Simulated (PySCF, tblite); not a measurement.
# C₉H₁₇N₂+: excited states

Aim: compute the excited states of C₉H₁₇N₂+ (`CN(C)C=C=C=C[N+](C)(C)C`).

Programs: tblite 0.8.0 and PySCF 2.14.0, with routines of our own; each step states its level. All values are computed. Atoms count from 0.

## (1) The system as given

28 atoms, charge 1, multiplicity 1; geometry from: force field or distance geometry start.

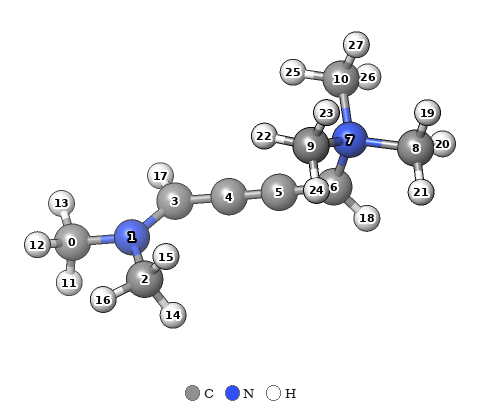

The starting geometry (carbon grey, nitrogen blue, hydrogen white).

## (2) Optimising the geometry with GFN2-xTB

Job settings and geometry (Å):

```
{"job": {"kind": "relax", "xc": "GFN2-xTB", "basis": "xTB"}, "charge": 1, "multiplicity": 1}
C     -4.501400     0.778400     0.278600
N     -3.164900     0.263200     0.042400
C     -3.040400    -1.203000     0.101500
C     -2.141600     1.097100    -0.376900
C     -0.942400     0.670300    -0.628400
C      0.168100     0.291800    -0.874000
C      1.385200    -0.118500    -1.116800
N      2.430600    -0.105200    -0.086100
C      3.698100    -0.710500    -0.684700
C      1.975300    -0.951600     1.106400
C      2.689700     1.325200     0.340200
H     -5.140300     0.592300    -0.597300
H     -4.976500     0.302300     1.159100
H     -4.493900     1.858700     0.470900
H     -2.962900    -1.596200    -0.913200
H     -2.177000    -1.503600     0.693900
H     -3.925800    -1.655700     0.569800
H     -2.398400     2.137100    -0.455400
H      1.601200    -0.470600    -2.116700
H      4.476200    -0.695600     0.090200
H      4.000400    -0.091200    -1.536600
H      3.485400    -1.733900    -0.996300
H      1.114500    -0.476100     1.585500
H      2.800200    -0.992200     1.817300
H      1.743300    -1.956300     0.756200
H      1.788500     1.734200     0.828600
H      2.967500     1.920000    -0.539200
H      3.520200     1.316900     1.061500
```

Command:

```console
$ OMP_NUM_THREADS=1 python excited_run.py task.json out
```

The driver reads the jobs from task.json and runs them one after another.

The program printed:

```text
step      E/eV     max force
  0    -904.49508    5.332
  1    -904.86277    2.229
  2    -904.94624    2.855
  3    -905.03729    1.315
  4    -905.10468    0.800
  5    -905.18907    0.696
  6    -905.26389    0.800
  7    -905.33190    0.663
  8    -905.40318    0.629
  9    -905.46991    0.582
 10    -905.52780    0.564
 11    -905.57960    0.517
 12    -905.63124    0.662
 13    -905.68045    0.613
 14    -905.71696    0.460
 15    -905.73796    0.246
 16    -905.75203    0.248
 17    -905.76687    0.421
 18    -905.78429    0.354
 19    -905.80289    0.642
 20    -905.82299    0.306
 21    -905.84523    0.396
 22    -905.87009    0.454
 23    -905.89474    0.439
 24    -905.92464    0.332
 25    -905.95052    0.342
 26    -905.97368    0.281
 27    -905.99220    0.334
 28    -906.00983    0.317
 29    -906.02748    0.235
 30    -906.04295    0.228
 31    -906.05606    0.308
 32    -906.07016    0.322
 33    -906.08669    0.301
 34    -906.10505    0.331
 35    -906.12461    0.353
 36    -906.14450    0.378
 37    -906.16394    0.372
 38    -906.18329    0.276
 39    -906.19932    0.260
 40    -906.21286    0.297
 41    -906.22862    0.245
 42    -906.24391    0.241
 43    -906.25658    0.216
 44    -906.26548    0.179
 45    -906.27128    0.195
 46    -906.27799    0.242
 47    -906.29055    0.218
 48    -906.30540    0.232
 49    -906.31476    0.202
 50    -906.32297    0.216
 51    -906.33137    0.226
 52    -906.34048    0.199
 53    -906.34608    0.271
 54    -906.35281    0.152
 55    -906.35624    0.148
 56    -906.36090    0.144
 57    -906.36459    0.154
 58    -906.36866    0.102
 59    -906.37180    0.102
 60    -906.37595    0.129
 61    -906.38193    0.161
 62    -906.38853    0.156
 63    -906.39360    0.153
 64    -906.39724    0.146
 65    -906.40086    0.120
 66    -906.40443    0.101
 67    -906.40687    0.083
 68    -906.40816    0.075
 69    -906.40906    0.065
 70    -906.41005    0.060
 71    -906.41105    0.048
 72    -906.41183    0.061
 73    -906.41265    0.059
 74    -906.41370    0.062
 75    -906.41492    0.062
 76    -906.41594    0.066
 77    -906.41665    0.054
 78    -906.41722    0.039
 79    -906.41774    0.042
 80    -906.41815    0.037
 81    -906.41844    0.036
 82    -906.41870    0.030
 83    -906.41900    0.038
 84    -906.41933    0.037
 85    -906.41966    0.039
 86    -906.42000    0.042
 87    -906.42043    0.039
 88    -906.42104    0.066
 89    -906.42177    0.069
 90    -906.42241    0.047
 91    -906.42288    0.047
 92    -906.42324    0.033
 93    -906.42362    0.047
 94    -906.42401    0.046
 95    -906.42436    0.039
 96    -906.42470    0.045
 97    -906.42511    0.043
 98    -906.42565    0.059
 99    -906.42630    0.060
100    -906.42690    0.056
101    -906.42741    0.050
102    -906.42784    0.046
103    -906.42837    0.048
104    -906.42883    0.032
105    -906.42912    0.024
106    -906.42928    0.025
107    -906.42943    0.026
108    -906.42962    0.026
109    -906.42986    0.030
110    -906.43008    0.031
111    -906.43030    0.069
112    -906.43053    0.072
113    -906.43082    0.039
114    -906.43122    0.031
115    -906.43143    0.031
116    -906.43169    0.030
117    -906.43188    0.021
118    -906.43202    0.022
119    -906.43212    0.023
120    -906.43221    0.023
121    -906.43233    0.020
122    -906.43248    0.021
123    -906.43262    0.024
124    -906.43277    0.026
125    -906.43295    0.028
126    -906.43317    0.028
127    -906.43337    0.026
128    -906.43351    0.020
129    -906.43359    0.017
130    -906.43368    0.017
131    -906.43376    0.016
132    -906.43384    0.019
133    -906.43391    0.017
134    -906.43398    0.018
135    -906.43406    0.023
136    -906.43416    0.017
137    -906.43424    0.015
138    -906.43430    0.014
139    -906.43435    0.012
140    -906.43439    0.014
141    -906.43441    0.009
```

It took 1.4 s on 1 thread of Arm Neoverse V2, shared host.

The steps of the relaxation: (not every step is listed)

```csv
step,energy from step 0 (eV),largest force (eV/Å)
0,0.0000,5.3321
1,-0.3677,2.2292
2,-0.4512,2.8550
3,-0.5422,1.3147
4,-0.6096,0.7996
5,-0.6940,0.6964
6,-0.7688,0.8000
7,-0.8368,0.6628
8,-0.9081,0.6295
20,-1.3279,0.3061
32,-1.5751,0.3221
44,-1.7704,0.1786
56,-1.8658,0.1438
68,-1.9131,0.0748
80,-1.9231,0.0374
92,-1.9282,0.0335
104,-1.9337,0.0321
116,-1.9366,0.0301
128,-1.9384,0.0199
136,-1.9391,0.0169
137,-1.9392,0.0146
138,-1.9392,0.0136
139,-1.9393,0.0124
140,-1.9393,0.0141
141,-1.9393,0.0088
```

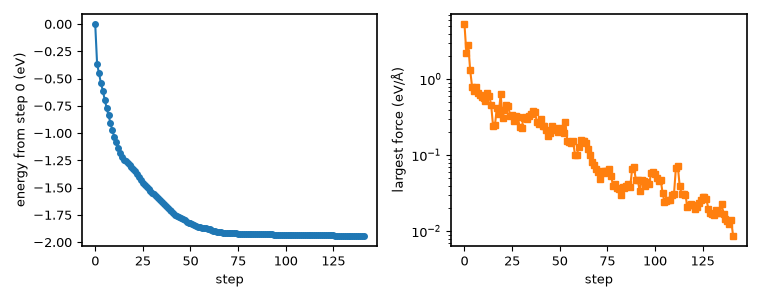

Energy and largest force along the relaxation.

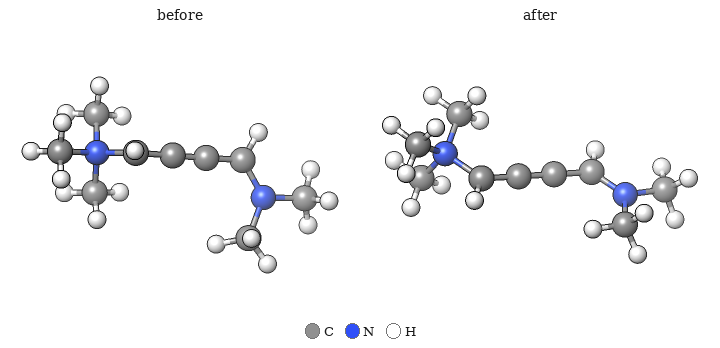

Before and after, at one scale.

Close pairs (by a distance rule), those that changed most:

```csv
bond,before (Å),after (Å),change (Å)
N1–C3,1.385,1.330,-0.055
N7–C9,1.532,1.478,-0.054
N7–C8,1.527,1.473,-0.054
C4–C5,1.199,1.245,+0.047
N7–C10,1.515,1.473,-0.042
C3–C4,1.297,1.340,+0.042
N1–C2,1.473,1.440,-0.033
C0–H12,1.108,1.093,-0.015
```

The end geometry stands in the next job.

## (3) Vibrational analysis with GFN2-xTB

Job settings and geometry (Å):

```
{"job": {"kind": "ir", "xc": "GFN2-xTB", "basis": "xTB"}, "charge": 1, "multiplicity": 1}
C     -4.605595     0.996280     0.151040
N     -3.372885     0.299776    -0.101113
C     -3.489086    -0.960408    -0.788258
C     -2.190244     0.815321     0.223689
C     -0.995052     0.249509     0.009455
C      0.124476    -0.268468    -0.160993
C      1.306910    -0.821863    -0.372367
N      2.564985    -0.210118     0.090680
C      3.647780    -0.583533    -0.835234
C      2.881672    -0.709609     1.444656
C      2.437789     1.256700     0.126228
H     -5.108225     1.233556    -0.790188
H     -5.274682     0.368446     0.744175
H     -4.422318     1.921440     0.692684
H     -3.826044    -0.806531    -1.816809
H     -2.524592    -1.463255    -0.802395
H     -4.217224    -1.594488    -0.279802
H     -2.207045     1.782234     0.713417
H      1.418123    -1.797981    -0.808871
H      4.583345    -0.116541    -0.530695
H      3.398917    -0.257492    -1.844010
H      3.780384    -1.664381    -0.840221
H      2.077666    -0.442909     2.128597
H      3.815974    -0.279169     1.803098
H      2.973574    -1.794401     1.425273
H      1.630571     1.539459     0.799383
H      2.202108     1.628497    -0.869598
H      3.367820     1.707288     0.468770
```

The program printed:

```text
mode    cm-1     km/mol
  1      -3.4      0.25
  2      49.3      0.74
  3      61.6      2.73
  4      68.4      4.11
  5      97.1      0.26
  6     115.8      0.53
  7     116.9      0.05
  8     198.4      0.01
  9     236.7      1.32
 10     268.8      0.28
 11     277.1      0.56
 12     294.5      0.60
 13     304.6      4.43
 14     332.8      3.08
 15     352.3      0.78
 16     366.3      4.08
 17     389.0      7.30
 18     398.4      1.08
 19     431.7      0.03
 20     465.3      0.96
 21     509.2      0.10
 22     578.8     41.48
 23     613.5      0.52
 24     784.1      2.00
 25     818.5      8.50
 26     863.3      0.38
 27     912.4     63.22
 28     986.2      9.42
 29    1001.2      7.28
 30    1013.7     13.42
 31    1022.3      0.06
 32    1053.3      2.17
 33    1081.9      0.60
 34    1082.9      1.29
 35    1086.2      1.59
 36    1115.0     33.47
 37    1120.6     89.20
 38    1199.5      2.92
 39    1219.4      6.06
 40    1229.0      2.82
 41    1247.1     12.98
 42    1282.1      6.93
 43    1326.5      2.86
 44    1405.9     14.02
 45    1408.4     17.55
 46    1411.1      9.81
 47    1423.2      7.07
 48    1428.6     24.27
 49    1440.0      0.75
 50    1452.0      1.91
 51    1457.6      1.90
 52    1457.8      5.34
 53    1460.9     47.59
 54    1461.8     29.00
 55    1462.0      9.30
 56    1467.4     20.41
 57    1470.8     21.40
 58    1482.5     47.43
 59    1510.9    185.88
 60    1683.1    391.92
 61    2195.5    793.62
 62    2967.8     19.52
 63    2969.2      9.85
 64    2990.3     30.88
 65    3001.6     24.64
 66    3025.9      6.99
 67    3033.0      2.01
 68    3033.5     10.47
 69    3037.2     13.67
 70    3037.7      3.38
 71    3042.1      0.68
 72    3043.2      2.14
 73    3043.7      2.16
 74    3048.0      6.63
 75    3048.5      5.80
 76    3049.3     17.25
 77    3050.1      6.06
 78    3119.2     21.28
```

Run time: 1.3 s. Hardware: 1 thread of Arm Neoverse V2, shared host.

The strongest bands and the atoms that carry them (share of the mass-weighted mode):

```csv
cm⁻¹,km/mol,atoms
579,41.5,"H18 67 %, C6 23 %"
912,63.2,"N7 18 %, C6 16 %"
1121,89.2,"H13 15 %, H16 14 %, H17 12 %, H15 10 %"
1461,47.6,"H16 21 %, H14 16 %, H23 11 %"
1482,47.4,"H25 15 %, H21 14 %, H26 14 %, H20 13 %"
1511,185.9,"N1 30 %, C6 12 %"
1683,391.9,"C3 41 %, C5 16 %, C6 16 %, C4 14 %"
2196,793.6,"C5 49 %, C4 46 %"
```

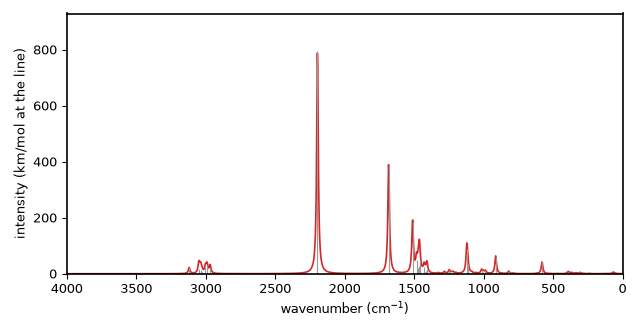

The infrared spectrum from these modes, unscaled. Lines are broadened to a width of 14 cm⁻¹ (Lorentzian).

## (4) Excited states: TDA BHandHLYP/def2-SVP

The job, as its differences from that of step 3:

```diff
@@ -1,2 +1,2 @@
-{"job": {"kind": "ir", "xc": "GFN2-xTB", "basis": "xTB"}, "charge": 1, "multiplicity": 1}
+{"job": {"kind": "states", "xc": "BHandHLYP", "basis": "def2-SVP", "tda": true, "soc": true, "nstates": 6, "ntriplets": 5, "nquad": 4}, "charge": 1, "multiplicity": 1}
 C     -4.605595     0.996280     0.151040
```

Method: TDA BHandHLYP/def2-SVP excited states, vertical, gas phase, spin-orbit mean-field couplings.

The program printed:

```text
coarse grid: 22440 points
cycle   1  E = -461.5856126324  dE =  2.205e+00  |g| = 5.660e-01  |ddm| = 5.423e+00
cycle   2  E = -461.5880074798  dE = -2.395e-03  |g| = 6.263e-01  |ddm| = 1.191e+00
cycle   3  E = -461.6725827965  dE = -8.458e-02  |g| = 6.228e-02  |ddm| = 6.291e-01
cycle   4  E = -461.6732737936  dE = -6.910e-04  |g| = 4.681e-02  |ddm| = 1.100e-01
cycle   5  E = -461.6737936680  dE = -5.199e-04  |g| = 5.728e-03  |ddm| = 4.584e-02
cycle   6  E = -461.6738009369  dE = -7.269e-06  |g| = 4.344e-03  |ddm| = 1.008e-02
cycle   7  E = -461.6738062647  dE = -5.328e-06  |g| = 1.144e-03  |ddm| = 5.420e-03
final grid: 214184 points
cycle   8  E = -461.7310034072  dE = -3.692e-05  |g| = 4.209e-03  |ddm| = 3.342e-02
cycle   9  E = -461.7310039738  dE = -5.666e-07  |g| = 4.086e-03  |ddm| = 8.260e-03
cycle  10  E = -461.7310078280  dE = -3.854e-06  |g| = 9.014e-04  |ddm| = 4.353e-03
cycle  11  E = -461.7310080292  dE = -2.012e-07  |g| = 2.214e-04  |ddm| = 1.117e-03
cycle  12  E = -461.7310080409  dE = -1.163e-08  |g| = 1.192e-04  |ddm| = 3.353e-04
cycle  13  E = -461.7310080446  dE = -3.734e-09  |g| = 1.845e-05  |ddm| = 1.332e-04
cycle  14  E = -461.7310080448  dE = -1.839e-10  |g| = 9.974e-06  |ddm| = 4.204e-05
converged SCF energy = -461.7310080448

Singlet excitations
state   eV       nm        f     d(h-e)  d(exc)  Lambda  PR(NTO)  |dmu|/D   mu/D   main configurations
  1   4.1352   299.8   0.00010   0.442   3.021   0.480   1.013    1.781    1.849   H->L+1 0.92
  2   5.0019   247.9   1.08288   0.211   3.248   0.756   1.240    1.077    2.561   H->L 0.89
  3   5.6143   220.8   0.00169   0.511   2.767   0.446   1.009    1.465    5.015   H-1->L 0.98
  4   6.6262   187.1   0.00363   3.202   4.889   0.298   1.018   12.581    9.012   H->L+2 0.86
  5   7.1362   173.7   0.02067   1.056   3.702   0.360   1.595                     H->L+3 0.68, H-2->L+1 0.20
  6   7.4707   166.0   0.00945   0.339   3.659   0.406   1.816                     H-2->L+1 0.49, H->L+3 0.24, H-3->L+1 0.10

Triplet excitations (Tamm-Dancoff)
state   eV     d(h-e)  d(exc)  Lambda  PR(NTO)   main configurations
  1   2.5046   0.353   3.140   0.764   1.028   H->L 0.97
  2   3.7975   0.453   2.969   0.478   1.014   H->L+1 0.90
  3   4.9166   0.055   2.218   0.714   1.038   H-1->L+1 0.82, H-1->L+2 0.08
  4   5.3146   0.459   2.745   0.446   1.009   H-1->L 0.98
  5   5.4759   0.369   2.867   0.806   1.225   H-2->L 0.87
S1 - T1 = 1.6305 eV

Spin-orbit couplings |<S|Hso|T>| (cm-1)
             T1       T2       T3       T4       T5
S0        0.250    8.262    0.317   12.524    0.345
S1        1.709    0.054    3.792    0.056    1.490
S2        0.053    2.743    0.023    4.010    0.260
S3        3.123    0.071    1.546    0.104    4.171
S4        1.048    0.400    0.842    0.035    0.600
S5        2.086    0.640    2.737    0.083    1.292
S6        1.411    0.524    5.495    0.059    1.840
T1 sublevels (cm-1): 0.000 0.000 0.000   radiative rates (1/s): 0.00437 0.000911 0.0056
```

It took 1.7 min on 1 thread of Arm Neoverse V2, shared host; peak memory 0.94 GiB.

From this job:

```csv
quantity,value
S1 less T1,1.63 eV
```

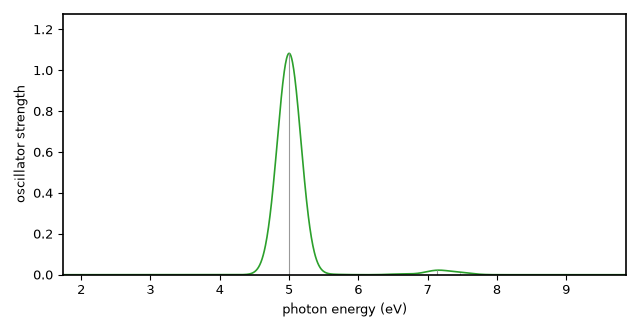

Absorption lines of the singlets. Lines are broadened to a width of 0.40 eV (Gaussian).

## (5) What came out

```
                                   quantity                  value
  strongest single infrared mode (GFN2-xTB)  2196 cm⁻¹, 794 km/mol
               zero-point energy (GFN2-xTB)         152.4 kcal/mol
S1 less T1 (step 4, TDA BHandHLYP/def2-SVP)                1.63 eV
```

What this shows: The lowest mode is slightly imaginary (3i cm⁻¹), a soft motion within the noise of the Hessian, so the minimum is not strictly shown. The strongest single mode, at 2196 cm⁻¹, moves mainly C5 and C4. GFN2-xTB is a fitted tight-binding method: band positions and strengths are rough. Its intensities can rank the bands wrongly. In step 4, the number of triplets below S1 is 2, and the largest singlet-triplet spin-orbit coupling is S0–T4, 12.52 cm⁻¹.
